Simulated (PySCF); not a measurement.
# C3H7PSi: electronic excitations and core binding energies

Wanted: the electronic excitations and core binding energies of C3H7PSi (`C[SiH](C)C#P`), by calculation.

Computed with PySCF 2.14.0, with density-fitted response routines of our own, on a single molecule in the gas phase. Atoms count from 0, in the outputs and in this text.

## 1. Starting geometry

12 atoms, charge 0, multiplicity 1; geometry from: GFN2-xTB.

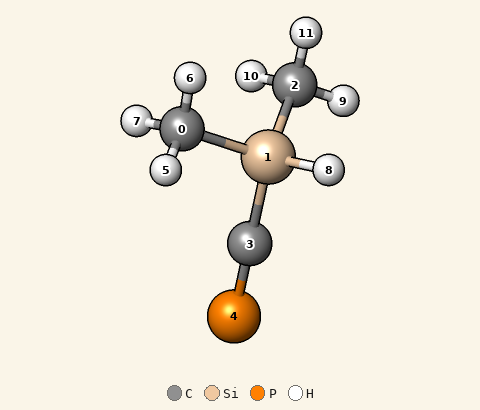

As it starts; carbon grey, silicon light orange, phosphorus orange, hydrogen white, atoms numbered; sticks join atoms by distance.

## 2. Ultraviolet spectrum: CAM-B3LYP/def2-SVPD

The job: settings as JSON, then the geometry in Å.

```
{"job": {"kind": "uv", "xc": "CAM-B3LYP", "basis": "def2-SVPD", "nstates": 8, "ntriplets": 3}, "charge": 0, "multiplicity": 1}
C     -0.305073     1.630161     0.281668
Si     0.182753    -0.004698    -0.556607
C     -0.866758    -1.436383     0.123773
C      1.960720    -0.350448    -0.167619
P      3.458895    -0.642105     0.161140
H      0.301104     2.453016    -0.084854
H     -1.345534     1.874377     0.087140
H     -0.173438     1.579564     1.358922
H      0.042370     0.095985    -2.019865
H     -0.583955    -2.380551    -0.331666
H     -0.747367    -1.542134     1.198401
H     -1.922518    -1.277470    -0.076460
```

With the program's defaults for keys left out, this is: TDDFT CAM-B3LYP/def2-SVPD, vertical, gas phase, core orbitals frozen in the response.

The run is started by

```console
$ OMP_NUM_THREADS=1 python probes_run.py task.json out
```

This one command runs all jobs of the session in turn.

Standard output:

```text
coarse grid: 10848 points
cycle   1  E = -748.8761569193  dE =  1.788e-01  |g| = 3.670e-01  |ddm| = 4.290e+00
cycle   2  E = -748.8715544319  dE =  4.602e-03  |g| = 3.826e-01  |ddm| = 7.924e-01
cycle   3  E = -748.9071002135  dE = -3.555e-02  |g| = 1.389e-01  |ddm| = 4.690e-01
cycle   4  E = -748.9125461110  dE = -5.446e-03  |g| = 2.605e-02  |ddm| = 1.524e-01
cycle   5  E = -748.9127427238  dE = -1.966e-04  |g| = 5.496e-03  |ddm| = 4.295e-02
cycle   6  E = -748.9127522532  dE = -9.529e-06  |g| = 7.019e-04  |ddm| = 1.161e-02
final grid: 95080 points
cycle   7  E = -749.0122870613  dE = -1.909e-05  |g| = 2.895e-03  |ddm| = 4.354e-02
cycle   8  E = -749.0122872108  dE = -1.494e-07  |g| = 2.814e-03  |ddm| = 8.583e-03
cycle   9  E = -749.0122892132  dE = -2.002e-06  |g| = 5.965e-04  |ddm| = 3.258e-03
cycle  10  E = -749.0122893077  dE = -9.446e-08  |g| = 1.869e-04  |ddm| = 7.074e-04
cycle  11  E = -749.0122893181  dE = -1.040e-08  |g| = 2.025e-05  |ddm| = 2.501e-04
cycle  12  E = -749.0122893182  dE = -1.768e-10  |g| = 4.628e-06  |ddm| = 5.104e-05
converged SCF energy = -749.0122893182

Static polarisability (au): isotropic 87.614, principal 70.167 78.131 114.542

Singlet excitations
state   eV       nm        f      main configurations
  1   4.0411    306.8   0.00000   H->L 0.49, H-1->L+1 0.46
  2   4.3991    281.8   0.00096   H-1->L+1 0.50, H->L 0.46
  3   4.3993    281.8   0.00040   H-1->L 0.48, H->L+1 0.48
  4   6.2901    197.1   0.00874   H-2->L 0.91
  5   6.3003    196.8   0.00395   H-2->L+1 0.90
  6   6.9367    178.7   0.86326   H->L+1 0.43, H-1->L 0.36, H-3->L+1 0.13
  7   7.2383    171.3   0.01552   H-3->L 0.86
  8   7.4237    167.0   0.04661   H-3->L+1 0.54, H-4->L 0.28

Triplet excitations (Tamm-Dancoff, eV): 3.0990 3.5062 3.5065
```

Wall time 46 s (1 thread, shared host).

Frontier orbitals and where they lie:

```csv
orbital,eV,atoms
HOMO−3,-10.53,"C2 26 %, C0 21 %, Si1 20 %"
HOMO−2,-10.53,"P4 43 %, C3 26 %, Si1 12 %"
HOMO−1,-8.97,"C3 45 %, P4 40 %, Si1 8 %"
HOMO,-8.94,"C3 43 %, P4 38 %, Si1 6 %"
LUMO,-0.40,"P4 51 %, C3 36 %, Si1 7 %"
LUMO+1,-0.39,"P4 51 %, C3 37 %, Si1 5 %"
LUMO+2,1.28,"Si1 25 %, C0 12 %, C2 12 %"
```

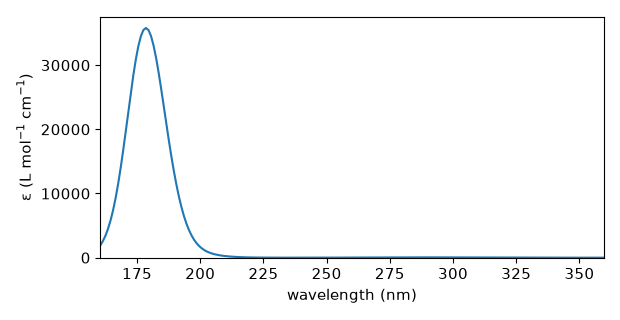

Absorption spectrum: each of the 8 states is a Gaussian band of 0.4 eV half-width at 1/e. Beyond the last state computed it falls off for lack of states.

Further results of this job:

```csv
property,computed
dipole moment (D),0.91
polarisability (Å³),12.98
HOMO–LUMO gap (eV),8.54
−ε(HOMO) (eV),8.94
```

## 3. Core holes by ΔSCF: SCAN, X2C

The job, as its differences from that of step 2:

```diff
@@ -1,2 +1,2 @@
-{"job": {"kind": "uv", "xc": "CAM-B3LYP", "basis": "def2-SVPD", "nstates": 8, "ntriplets": 3}, "charge": 0, "multiplicity": 1}
+{"job": {"kind": "xps"}, "charge": 0, "multiplicity": 1}
 C     -0.305073     1.630161     0.281668
```

With the program's defaults for keys left out, this is: delta-SCF UKS SCAN, pcX-2 on the ionised atom, pcseg-1 elsewhere, spin-free X2C.

Standard output:

```text
ground state, core basis on atom 0 (C), 144 functions
  cycle   1  E = -750.47745659  |g| = 6.75e-01
  cycle   2  E = -749.91631179  |g| = 1.38e+00
  cycle   3  E = -750.47543274  |g| = 6.20e-01
  cycle   4  E = -750.60170771  |g| = 6.94e-02
  cycle   5  E = -750.60346970  |g| = 2.70e-02
  cycle   6  E = -750.60369290  |g| = 7.76e-03
  cycle   7  E = -750.60370848  |g| = 2.10e-03
  cycle   8  E = -750.60371046  |g| = 9.43e-04
  cycle   9  E = -750.60371209  |g| = 2.37e-04
  E(ground) = -750.66275913 Eh
hole in C 1s of atom 0
  cycle   1  E = -739.37333692  |g| = 1.50e+00
  cycle   2  E = -738.74901668  |g| = 1.75e+00
  cycle   3  E = -739.79480377  |g| = 4.97e-01
  cycle   4  E = -739.60812904  |g| = 7.09e-01
  cycle   5  E = -739.94384463  |g| = 5.90e-02
  cycle   6  E = -739.94516550  |g| = 2.99e-02
  cycle   7  E = -739.94575644  |g| = 7.58e-03
  cycle   8  E = -739.94579175  |g| = 2.59e-03
  cycle   9  E = -739.94579566  |g| = 1.11e-03
  cycle  10  E = -739.94579663  |g| = 4.33e-04
  E(ion) = -740.00418437 Eh   <S^2> = 0.7665   hole on atom = 1.000   binding energy = 290.035 eV
ground state, core basis on atom 1 (Si), 155 functions
  cycle   1  E = -750.70110158  |g| = 2.88e-01
  cycle   2  E = -750.70051154  |g| = 6.02e-02
  cycle   3  E = -750.69213550  |g| = 1.70e-01
  cycle   4  E = -750.70104275  |g| = 3.44e-02
  cycle   5  E = -750.70136338  |g| = 5.12e-03
  cycle   6  E = -750.70136885  |g| = 5.85e-04
  cycle   7  E = -750.70136787  |g| = 1.62e-04
  E(ground) = -750.71882045 Eh
hole in Si 1s of atom 1
  cycle   1  E = -681.77311526  |g| = 4.35e+00
  cycle   2  E = -681.29608711  |g| = 2.35e+00
  cycle   3  E = -681.09504317  |g| = 1.47e+00
  cycle   4  E = -682.24350894  |g| = 9.69e-01
  cycle   5  E = -682.81039592  |g| = 2.25e-01
  cycle   6  E = -682.83736719  |g| = 5.58e-02
  cycle   7  E = -682.83942217  |g| = 1.92e-02
  cycle   8  E = -682.83958542  |g| = 1.01e-02
  cycle   9  E = -682.83964747  |g| = 2.59e-03
  cycle  10  E = -682.83965101  |g| = 6.58e-04
  cycle  11  E = -682.83965164  |g| = 3.65e-04
  E(ion) = -682.86552032 Eh   <S^2> = 0.7522   hole on atom = 1.000   binding energy = 1846.382 eV
hole in Si 2p of atom 1
  cycle   1  E = -746.43224731  |g| = 1.24e+00
  cycle   2  E = -745.81555157  |g| = 1.40e+00
  cycle   3  E = -746.18156630  |g| = 8.82e-01
  cycle   4  E = -746.67743121  |g| = 3.88e-01
  cycle   5  E = -746.76180541  |g| = 8.32e-02
  cycle   6  E = -746.76612661  |g| = 1.56e-02
  cycle   7  E = -746.76625834  |g| = 8.72e-03
  cycle   8  E = -746.76631119  |g| = 2.23e-03
  cycle   9  E = -746.76631390  |g| = 6.84e-04
  cycle  10  E = -746.76631558  |g| = 3.62e-04
  E(ion) = -746.79554059 Eh   <S^2> = 0.7521   hole on atom = 1.003   binding energy = 106.758 eV
  2p3/2 = 106.527 eV   2p1/2 = 107.151 eV
ground state, core basis on atom 3 (C), 144 functions
  cycle   1  E = -750.60464827  |g| = 6.24e-02
  cycle   2  E = -750.60391170  |g| = 5.74e-02
  cycle   3  E = -750.60246234  |g| = 8.71e-02
  cycle   4  E = -750.60479467  |g| = 1.33e-02
  cycle   5  E = -750.60485899  |g| = 1.06e-03
  cycle   6  E = -750.60485655  |g| = 2.44e-04
  E(ground) = -750.66415383 Eh
hole in C 1s of atom 3
  cycle   1  E = -739.33807250  |g| = 1.51e+00
  cycle   2  E = -737.78589818  |g| = 2.20e+00
  cycle   3  E = -739.42222090  |g| = 9.59e-01
  cycle   4  E = -739.76772523  |g| = 5.07e-01
  cycle   5  E = -739.90445911  |g| = 2.09e-01
  cycle   6  E = -739.94158192  |g| = 6.07e-02
  cycle   7  E = -739.94471254  |g| = 2.02e-02
  cycle   8  E = -739.94528428  |g| = 1.30e-02
  cycle   9  E = -739.94577595  |g| = 8.69e-03
  cycle  10  E = -739.94620995  |g| = 4.51e-03
  cycle  11  E = -739.94627020  |g| = 1.86e-03
  cycle  12  E = -739.94627037  |g| = 1.24e-03
  cycle  13  E = -739.94627298  |g| = 5.97e-04
  cycle  14  E = -739.94627263  |g| = 1.29e-04
  E(ion) = -740.00462505 Eh   <S^2> = 1.0044   hole on atom = 1.000   binding energy = 290.061 eV
ground state, core basis on atom 4 (P), 155 functions
  cycle   1  E = -750.71777199  |g| = 3.46e-01
  cycle   2  E = -750.69059022  |g| = 2.97e-01
  cycle   3  E = -750.63161749  |g| = 5.35e-01
  cycle   4  E = -750.71947409  |g| = 2.12e-02
  cycle   5  E = -750.71962102  |g| = 5.57e-03
  cycle   6  E = -750.71962690  |g| = 1.72e-03
  cycle   7  E = -750.71962844  |g| = 7.25e-04
  cycle   8  E = -750.71962894  |g| = 1.79e-04
  E(ground) = -750.74867021 Eh
hole in P 1s of atom 4
  cycle   1  E = -670.56247771  |g| = 4.72e+00
  cycle   2  E = -668.16790447  |g| = 2.73e+00
  cycle   3  E = -657.86706193  |g| = 3.21e+00
  cycle   4  E = -671.62226680  |g| = 3.87e-01
  cycle   5  E = -671.39056645  |g| = 7.20e-01
  cycle   6  E = -671.68021152  |g| = 2.47e-01
  cycle   7  E = -671.71633087  |g| = 3.85e-02
  cycle   8  E = -671.71692947  |g| = 2.26e-02
  cycle   9  E = -671.71726415  |g| = 5.39e-03
  cycle  10  E = -671.71730685  |g| = 3.00e-03
  cycle  11  E = -671.71733239  |g| = 2.36e-03
  cycle  12  E = -671.71737667  |g| = 1.62e-03
  cycle  13  E = -671.71739016  |g| = 9.74e-04
  cycle  14  E = -671.71739235  |g| = 6.30e-04
  cycle  15  E = -671.71739346  |g| = 3.57e-04
  E(ion) = -671.74689108 Eh   <S^2> = 0.7728   hole on atom = 1.000   binding energy = 2149.748 eV
hole in P 2p of atom 4
  cycle   1  E = -745.29953624  |g| = 1.39e+00
  cycle   2  E = -742.72407272  |g| = 2.00e+00
  cycle   3  E = -745.10486240  |g| = 8.82e-01
  cycle   4  E = -745.65622864  |g| = 2.47e-01
  cycle   5  E = -745.52884718  |g| = 5.38e-01
  cycle   6  E = -745.68564150  |g| = 9.91e-02
  cycle   7  E = -745.69304866  |g| = 1.56e-02
  cycle   8  E = -745.69323300  |g| = 6.17e-03
  cycle   9  E = -745.69328655  |g| = 3.59e-03
  cycle  10  E = -745.69332056  |g| = 2.65e-03
  cycle  11  E = -745.69335562  |g| = 1.98e-03
  cycle  12  E = -745.69339774  |g| = 1.04e-03
  cycle  13  E = -745.69340396  |g| = 5.52e-04
  cycle  14  E = -745.69340440  |g| = 3.73e-04
  E(ion) = -745.73170223 Eh   <S^2> = 0.7701   hole on atom = 1.002   binding energy = 136.519 eV
  2p3/2 = 136.300 eV   2p1/2 = 137.192 eV
```

Run time: 2.2 min. Hardware: 1 thread, shared host.

The holes in one table. −ε is the ground-state orbital energy:

```csv
hole,stands for,environment,ΔSCF (eV; 2p as the shell's mean),−ε (eV),⟨S²⟩
C1s on C0,"C0, C2",methyl carbon bonded to Si,290.03,273.2,0.766
Si1s on Si1,Si1,"silicon bonded to 3 C, H",1846.38,1793.4,0.752
Si2p on Si1,Si1,"silicon bonded to 3 C, H",106.74,96.2,0.752
C1s on C3,C3,"carbon bonded to P, Si",290.06 (doubtful),274.2,1.004
P1s on P4,P4,phosphorus bonded to C,2149.75,2092.7,0.773
P2p on P4,P4,phosphorus bonded to C,136.60,125.7,0.770
```

Each hole run stands for the others of its class of like atoms.

Doubtful: the ion did not converge, its hole moved, or its ⟨S²⟩ is well above 0.75.

With the spin-orbit splitting: Si1 2p3/2 106.53, 2p1/2 107.15 eV; P4 2p3/2 136.30, 2p1/2 137.19 eV. The table gives each 2p level as the mean over the whole 2p shell (two parts 2p3/2, one part 2p1/2), which differs a little from the single hole in the log.

## 4. Summary of results

| quantity | value |
| --- | --- |
| lowest singlet (CAM-B3LYP/def2-SVPD) | 4.04 eV (307 nm), f = 0.000 |
| brightest single state of those computed | state 6, 6.94 eV, f = 0.863 |
| lowest triplet | 3.10 eV |
| C1s binding energies, SCAN/pcX-2 (standing for 2 of 3 atoms) | C0 290.03 eV |
| Si1s binding energies, SCAN/pcX-2 | Si1 1846.38 eV |
| Si2p binding energies, SCAN/pcX-2 | Si1 106.74 eV |
| P1s binding energies, SCAN/pcX-2 | P4 2149.75 eV |
| P2p binding energies, SCAN/pcX-2 | P4 136.60 eV |

What this shows: The lowest singlet, at 4.04 eV, is HOMO→LUMO 0.49, HOMO−1→LUMO+1 0.46 and is dark; of the 8 states computed, the strongest absorption comes from state 6 at 6.94 eV. The lowest triplet lies 0.94 eV below the lowest singlet (triplets in Tamm-Dancoff, singlets in full TDDFT).
